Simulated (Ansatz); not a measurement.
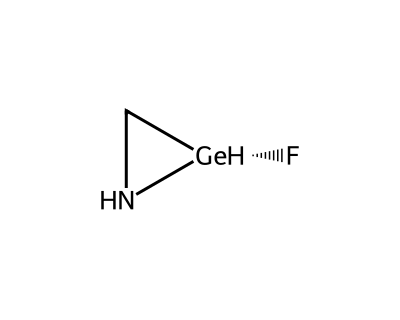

Simulated data, not a measurement (program: Ansatz).

> Transcribe the drawing into SMILES.

[F][Ge@H]1[CH2][NH]1

> Give the formula, hydrogens included.

CH4FGeN.

> An optimisation with PBE0-D4/def2-TZVP gave a structure of which point group?

C1.
